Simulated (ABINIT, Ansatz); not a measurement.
# GaH3 (Pm-3m): zone-centre phonons

Which modes does GaH3 (Pm-3m) have at the zone centre?

Program: ABINIT 10.8.3. Level of theory: DFT LDA, scalar-relativistic, plane waves, HGH norm-conserving pseudopotentials. Results are calculated unless marked as measured.

The structure was built from a prototype and need not be the compound's stable phase.

### Step 1. The starting structure

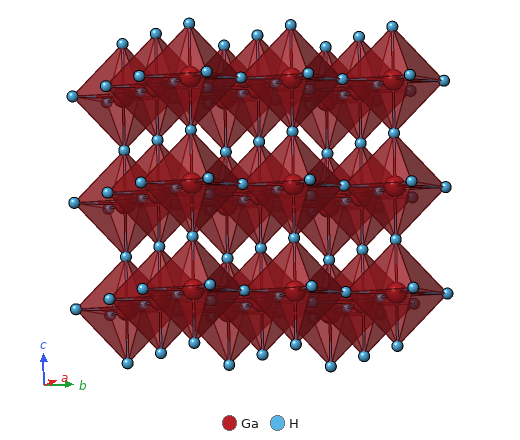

The starting structure, seen slightly off an axis (gallium red, hydrogen blue). 2×2×2 cells are drawn. Some periodic images of atoms are drawn too.

As a file:

```cif
data_structure
_symmetry_space_group_name_H-M 'P 1'
_symmetry_Int_Tables_number 1
_cell_length_a 3.4364
_cell_length_b 3.4364
_cell_length_c 3.4364
_cell_angle_alpha 90.000
_cell_angle_beta 90.000
_cell_angle_gamma 90.000
_cell_volume 40.58
loop_
_atom_site_label
_atom_site_type_symbol
_atom_site_fract_x
_atom_site_fract_y
_atom_site_fract_z
_atom_site_occupancy
Ga1 Ga 0.00000 0.00000 0.00000 1
H2 H 0.50000 0.00000 0.00000 1
H3 H 0.00000 0.50000 0.00000 1
H4 H 0.00000 0.00000 0.50000 1
```

### Step 2. Relaxation

The harmonic expansion needs vanishing forces, and a free crystal bears no stress, so cell and atoms are brought to rest. Stress is more sensitive to the basis than forces are: the last 3 Ha under the cutoff are smoothed with ecutsm, and the cutoff is raised above that of the later runs.

The starting cell comes from a relaxation made beforehand in Ansatz (LDA, PseudoDojo NC).

File relax.abi:

```
# relaxation
ionmov 2
optcell 2
dilatmx 1.08
ntime 40
tolmxf 1.0d-05
tolvrs 1.0d-14
prtwf 0
prtden 0
chksymtnons 0

# basis, mesh and filling
ecut 43.0
ecutsm 3.0
ixc 7
ngkpt 10 10 10
nshiftk 1
shiftk 0.0 0.0 0.0
istwfk *1
occopt 7
tsmear 0.01
nband 8
nstep 100
diemac 1000000.0
prtebands 0
prtgsr 0

# cell and atoms
acell 6.493854726 6.493854726 6.493854726
rprim 
    1.0 0.0 0.0
    0.0 1.0 0.0
    0.0 0.0 1.0
ntypat 2
znucl 31 1
natom 4
typat 1 2 2 2
xred 
    0.0 0.0 0.0
    0.5 0.0 0.0
    0.0 0.5 0.0
    0.0 0.0 0.5
pp_dirpath "./pseudo"
pseudos "Ga.hgh, H.hgh"
```

Launch:

```bash
OMP_NUM_THREADS=1 mpirun -n 2 abinit relax.abi > relax.log
```

Numbers of over 12 decimals in the logs are rounded to 6 here.

relax.abo, the main output file:

```text
[banners, grids, parts of the stress and lines that vanish by symmetry left out]
- input  file    -> relax.abi
- output file    -> relax.abo
- root for input  files -> relaxi
[...]
Symmetries : space group Pm -3 m (#221); Bravais cP (primitive cubic)
[...]
mpw =        4697          nfft =       91125          nkpt =          56
[...]
== DATASET  1 ==================================================================
[...]
cutoff_energies: {ecut:  43.0, pawecutdg:  -1.0, }
[...]
Exchange-correlation functional for the present dataset will be:
  LDA: Perdew-Wang 92 LSD fit to Ceperley-Alder data - ixc=7
[...]
ETOT  1  -3.930076    -3.930E+00 3.003E-02 3.376E+01
 ETOT  2  -3.946646    -1.657E-02 8.998E-03 1.162E+00
 ETOT  3  -3.946702    -5.598E-05 3.723E-04 1.175E-01
 ETOT  4  -3.946706    -3.341E-06 1.013E-04 9.511E-03
 ETOT  5  -3.946706    -2.706E-07 4.563E-05 9.439E-05
[...]
At SCF step   10       vres2   =  2.87E-16 < tolvrs=  1.00E-14 =>converged.
[...]
sigma(1 1)=  9.26704421E-05  sigma(3 2)=  0.00000000E+00
  sigma(2 2)=  9.26704421E-05  sigma(3 1)=  0.00000000E+00
  sigma(3 3)=  9.26704421E-05  sigma(2 1)=  0.00000000E+00
[...]
convergence: {deltae:  1.594E-13, res2:  2.869E-16, residm:  2.367E-06, diffor: null, }
etotal    :  -3.94670587E+00
[...]
ETOT  1  -3.946889    -3.947E+00 2.018E-01 1.728E-01
[...]
At SCF step    8       vres2   =  2.79E-15 < tolvrs=  1.00E-14 =>converged.
[...]
sigma(1 1)=  7.86684614E-05  sigma(3 2)=  0.00000000E+00
  sigma(2 2)=  7.86684614E-05  sigma(3 1)=  0.00000000E+00
  sigma(3 3)=  7.86684614E-05  sigma(2 1)=  0.00000000E+00
[...]
convergence: {deltae: -8.882E-16, res2:  2.793E-15, residm:  1.063E-08, diffor: null, }
etotal    :  -3.94690110E+00
[...]
ETOT  1  -3.947028    -3.947E+00 1.856E+02 4.873E+00
[...]
At SCF step    9       vres2   =  2.43E-16 < tolvrs=  1.00E-14 =>converged.
[...]
sigma(1 1)= -3.93590701E-06  sigma(3 2)=  0.00000000E+00
  sigma(2 2)= -3.93590701E-06  sigma(3 1)=  0.00000000E+00
  sigma(3 3)= -3.93590701E-06  sigma(2 1)=  0.00000000E+00
[...]
convergence: {deltae: -5.151E-14, res2:  2.427E-16, residm:  4.702E-06, diffor: null, }
etotal    :  -3.94736265E+00
[...]
ETOT  1  -3.947363    -3.947E+00 2.016E-06 1.067E-02
[...]
At SCF step    8       vres2   =  1.32E-16 < tolvrs=  1.00E-14 =>converged.
[...]
sigma(1 1)=  1.50488447E-07  sigma(3 2)=  0.00000000E+00
  sigma(2 2)=  1.50488447E-07  sigma(3 1)=  0.00000000E+00
  sigma(3 3)=  1.50488447E-07  sigma(2 1)=  0.00000000E+00
[...]
convergence: {deltae: -1.532E-13, res2:  1.322E-16, residm:  1.141E-07, diffor: null, }
etotal    :  -3.94736367E+00
[...]
ETOT  1  -3.947364    -3.947E+00 5.544E-08 1.450E-05
[...]
ETOT  5  -3.947364     1.066E-14 1.258E-08 2.947E-12
 ETOT  6  -3.947364     4.752E-14 6.138E-09 5.040E-15
 At SCF step    6       vres2   =  5.04E-15 < tolvrs=  1.00E-14 =>converged.
[...]
sigma(1 1)=  3.51375480E-10  sigma(3 2)=  0.00000000E+00
  sigma(2 2)=  3.51375480E-10  sigma(3 1)=  0.00000000E+00
  sigma(3 3)=  3.51375480E-10  sigma(2 1)=  0.00000000E+00
[...]
convergence: {deltae:  4.752E-14, res2:  5.040E-15, residm:  6.138E-09, diffor: null, }
etotal    :  -3.94736367E+00
[...]
At Broyd/MD step   5, gradients are converged :
[...]
sigma(1 1)=  3.51375480E-10  sigma(3 2)=  0.00000000E+00
  sigma(2 2)=  3.51375480E-10  sigma(3 1)=  0.00000000E+00
  sigma(3 3)=  3.51375480E-10  sigma(2 1)=  0.00000000E+00
[...]
- sigma(1 1)=  1.03378235E-05  sigma(3 2)=  0.00000000E+00
- sigma(2 2)=  1.03378235E-05  sigma(3 1)=  0.00000000E+00
- sigma(3 3)=  1.03378235E-05  sigma(2 1)=  0.00000000E+00
[...]
fcart     -0.0000000000E+00 -0.0000000000E+00 -0.0000000000E+00
           strten      3.5137548025E-10  3.5137548025E-10  3.5137548047E-10
================================================================================

[key lines of the parts left out:]
pressure_GPa:  -1.0338E-05
Total energy (etotal) [Ha]= -3.94736366714137E+00
```

Run time: 3.1 min. Hardware: 2 MPI ranks of Arm Neoverse N1, shared host; 6.3 min of CPU time.

The steps of the relaxation:

| step | energy less that of the first step (eV) | largest force (eV/Å) | volume (Å³) |
| --- | --- | --- | --- |
| 1 | 0.0000 | 0.0000 | 40.58 |
| 2 | -0.0053 | 0.0000 | 40.24 |
| 3 | -0.0179 | 0.0000 | 38.48 |
| 4 | -0.0179 | 0.0000 | 38.56 |
| 5 | -0.0179 | 0.0000 | 38.55 |

| conventional cell, symmetrised | before | after | change |
| --- | --- | --- | --- |
| a (Å) | 3.436 | 3.378 | -1.7 % |
| b (Å) | 3.436 | 3.378 | -1.7 % |
| c (Å) | 3.436 | 3.378 | -1.7 % |
| volume (Å³/atom) | 10.14 | 9.64 | -5.0 % |

The relaxed structure:

```xyz
4
Lattice="3.3782 0.0000 0.0000 0.0000 3.3782 0.0000 0.0000 0.0000 3.3782" Properties=species:S:1:pos:R:3 pbc="T T T"
Ga    0.0000    0.0000    0.0000
H     1.6891    0.0000    0.0000
H     0.0000    1.6891    0.0000
H     0.0000    0.0000    1.6891
```

Read from the output:

```
volume per atom   : 9.638 Å³
pressure          : -1.03e-5 GPa
gap on the k-mesh : 0 eV
```

The volume changes by -5.0 % from the cell with which this run began.

### Step 3. Self-consistent run for the response

First-order wavefunctions inherit every error of the ground state, hence the very tight tolvrs. Occupations are smeared.

File gs.abi:

```
# ground state
tolvrs 1.0d-16
prtden 1
prtwf 1

# basis, mesh and filling
ecut 35.0
ixc 7
ngkpt 12 12 12
nshiftk 1
shiftk 0.0 0.0 0.0
istwfk *1
occopt 7
tsmear 0.01
nband 8
nstep 100
diemac 1000000.0
prtebands 0
prtgsr 0

# cell and atoms
acell 6.383928284 6.383928284 6.383928284
rprim 
    1.0 0.0 0.0
    0.0 1.0 0.0
    0.0 0.0 1.0
ntypat 2
znucl 31 1
natom 4
typat 1 2 2 2
xred 
    0.0 0.0 0.0
    0.5 0.0 0.0
    0.0 0.5 0.0
    0.0 0.0 0.5
pp_dirpath "./pseudo"
pseudos "Ga.hgh, H.hgh"
```

Launch:

```bash
OMP_NUM_THREADS=1 mpirun -n 2 abinit gs.abi > gs.log
```

gs.abo, the main output file:

```text
[banners, grids, parts of the stress and lines that vanish by symmetry left out]
- input  file    -> gs.abi
- output file    -> gs.abo
- root for input  files -> gsi
[...]
Symmetries : space group Pm -3 m (#221); Bravais cP (primitive cubic)
[...]
mpw =        2612          nfft =       46656          nkpt =          84
[...]
== DATASET  1 ==================================================================
[...]
cutoff_energies: {ecut:  35.0, pawecutdg:  -1.0, }
[...]
Exchange-correlation functional for the present dataset will be:
  LDA: Perdew-Wang 92 LSD fit to Ceperley-Alder data - ixc=7
[...]
ETOT  1  -3.933136    -3.933E+00 3.394E-02 1.822E+01
 ETOT  2  -3.945959    -1.282E-02 5.723E-03 5.776E-01
 ETOT  3  -3.945997    -3.714E-05 1.160E-03 6.535E-02
 ETOT  4  -3.946000    -3.542E-06 1.715E-04 4.233E-03
 ETOT  5  -3.946000    -2.181E-07 1.687E-05 3.735E-05
[...]
ETOT  9  -3.946000    -3.597E-14 1.956E-06 9.722E-14
 ETOT 10  -3.946000     6.217E-15 1.867E-06 4.299E-17
 At SCF step   10       vres2   =  4.30E-17 < tolvrs=  1.00E-16 =>converged.
[...]
sigma(1 1)=  2.43375190E-05  sigma(3 2)=  0.00000000E+00
  sigma(2 2)=  2.43375190E-05  sigma(3 1)=  0.00000000E+00
  sigma(3 3)=  2.43375190E-05  sigma(2 1)=  0.00000000E+00
[...]
convergence: {deltae:  6.217E-15, res2:  4.299E-17, residm:  1.867E-06, diffor: null, }
etotal    :  -3.94600035E+00
[...]
sigma(1 1)=  2.43375190E-05  sigma(3 2)=  0.00000000E+00
  sigma(2 2)=  2.43375190E-05  sigma(3 1)=  0.00000000E+00
  sigma(3 3)=  2.43375190E-05  sigma(2 1)=  0.00000000E+00
[...]
- sigma(1 1)=  7.16034530E-01  sigma(3 2)=  0.00000000E+00
- sigma(2 2)=  7.16034530E-01  sigma(3 1)=  0.00000000E+00
- sigma(3 3)=  7.16034530E-01  sigma(2 1)=  0.00000000E+00
[...]
fcart     -0.0000000000E+00 -0.0000000000E+00 -0.0000000000E+00
           strten      2.4337519015E-05  2.4337519015E-05  2.4337519015E-05
================================================================================

[key lines of the parts left out:]
pressure_GPa:  -7.1603E-01
```

The job ended after 31 s (2 MPI ranks; 61 s of CPU time).

Numbers from this step:

```
pressure : -0.7160 GPa
```

The cell stands at -0.72 GPa: the relaxation ran with a smoothed and higher cutoff and on another k mesh.

(Continued in part 2 of 4.)

[Host names and launcher messages were left out of these logs when they were recorded.]

[Logs are printed without paths, hosts, clocks, repeated set-up lines and the standing remarks that a program may print on its own settings, such as how far it seeks lower states.]

[Hosts, paths, dates, database ids (printed as entryN), source tags and the programs' standing remarks are cut or masked in the printed files.]
